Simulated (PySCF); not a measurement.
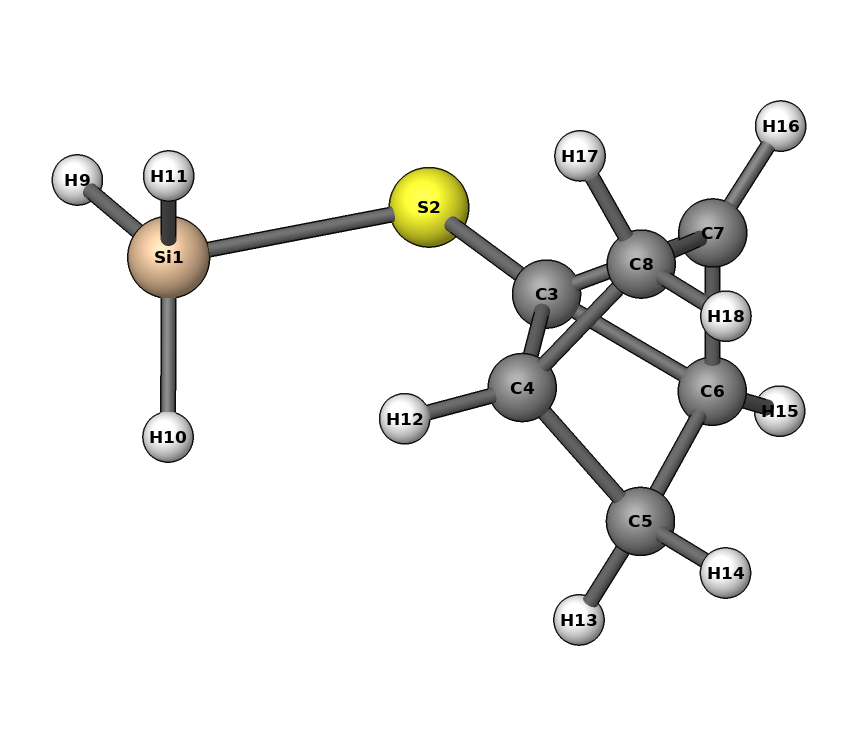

The questions are on Mulliken spin populations. Charge +1, doublet. Computed geometry: GFN2-xTB optimisation. No frequency run is at hand to confirm it as a minimum. Level of theory: UKS B3LYP, pcH-1 on C H S Si, non-relativistic (PySCF 2.14.0).

Which atom carries the largest spin population?

S2 (0.48 e).

Which atom has the lowest spin population?

Si1 (−0.01 e); a negative value comes from spin polarisation.

List the Mulliken spin populations.

```tsv
atom	value (e)
Si1	−0.01
S2	0.48
C3	0.16
C4	0.01
C5	0.02
C6	0.14
C7	0.14
C8	0.02
H9	0.00
H10	0.01
H11	0.01
H12	0.00
H13	0.00
H14	0.02
H15	0.00
H16	0.00
H17	0.00
H18	0.02
```

Mulliken values depend strongly on the basis set. The geometry is semi-empirical. Around Si such bond lengths and angles can be off by a tenth of an ångström or more and by several degrees, and values that hang on the shape move with them.
